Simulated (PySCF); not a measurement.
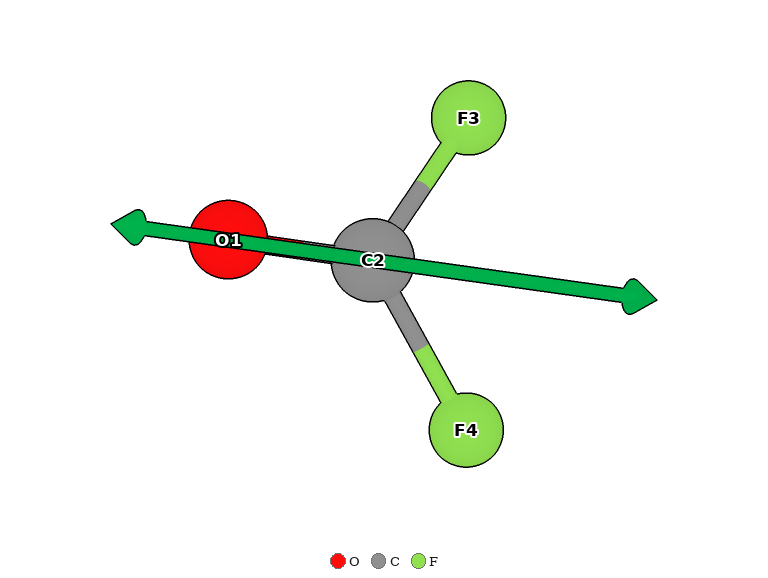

The double arrow shows the direction of the transition dipole to excited singlet state 4 (its length means nothing). Computed geometry: PBE0-D3(BJ)/def2-SVP optimisation. No frequency run is at hand to confirm it as a minimum. Level of theory: TDDFT PBE0/def2-TZVPD, vertical, gas phase, core orbitals frozen in the response (PySCF 2.14.0).

### How is the transition polarised?

In the molecular plane, nearly parallel to the O1–C2 bond.

### Give its energy, strength and character.

10.15 eV (122 nm), oscillator strength 0.15, mainly HOMO−1 → LUMO (weight 0.79); transition dipole 1.95 D.
